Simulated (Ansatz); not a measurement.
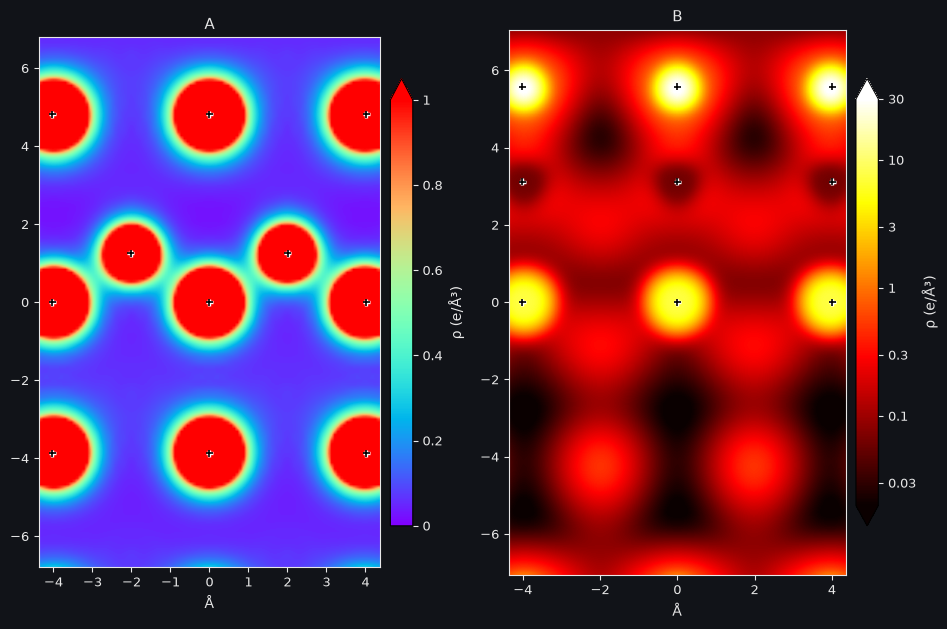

The valence charge density (pseudo) of 2 systems, each on a plane through atoms (crosses mark nuclei in the plane).

Computed with Ansatz, DFT PBE, scalar-relativistic, plane waves, PAW.

System 1: Bi3O, the (010) plane of the conventional cell. Space group P4/nmm; a generated structure, not necessarily the stable one.

```cif
data_structure
_symmetry_space_group_name_H-M 'P 1'
_symmetry_Int_Tables_number 1
_cell_length_a 4.0270
_cell_length_b 4.0270
_cell_length_c 12.8880
_cell_angle_alpha 90.000
_cell_angle_beta 90.000
_cell_angle_gamma 90.000
_cell_volume 209.00
loop_
_atom_site_label
_atom_site_type_symbol
_atom_site_fract_x
_atom_site_fract_y
_atom_site_fract_z
_atom_site_occupancy
Bi1 Bi 0.50000 0.00000 0.90241 1
Bi2 Bi 0.00000 0.50000 0.09759 1
Bi3 Bi 0.50000 0.00000 0.60229 1
Bi4 Bi 0.00000 0.50000 0.72359 1
Bi5 Bi 0.00000 0.50000 0.39771 1
Bi6 Bi 0.50000 0.00000 0.27641 1
O1 O 0.50000 0.50000 0.00000 1
O2 O 0.00000 0.00000 0.00000 1
```

System 2: ScAl3As4, the (100) plane of the conventional cell. Space group P3m1; a generated structure, not necessarily the stable one.

```cif
data_structure
_symmetry_space_group_name_H-M 'P 1'
_symmetry_Int_Tables_number 1
_cell_length_a 4.0086
_cell_length_b 4.0086
_cell_length_c 13.4120
_cell_angle_alpha 90.000
_cell_angle_beta 90.000
_cell_angle_gamma 120.000
_cell_volume 186.64
loop_
_atom_site_label
_atom_site_type_symbol
_atom_site_fract_x
_atom_site_fract_y
_atom_site_fract_z
_atom_site_occupancy
Sc1 Sc 0.00000 0.00000 0.08572 1
Al1 Al 0.00000 0.00000 0.31813 1
Al2 Al 0.66667 0.33333 0.56521 1
Al3 Al 0.33333 0.66667 0.81230 1
As1 As 0.66667 0.33333 0.23878 1
As2 As 0.00000 0.00000 0.50102 1
As3 As 0.66667 0.33333 0.74812 1
As4 As 0.33333 0.66667 0.99373 1
```

Question: Match each panel to its system.

Answer: Panel A is system 1, Bi3O: the plane holds Bi and O. Bi–O (2.37 Å): ρ is about 0.43 e/Å³ halfway. Panel B is system 2, ScAl3As4: the plane holds Sc, Al and As. Al–As (2.45 Å): ρ is about 0.48 e/Å³ halfway.
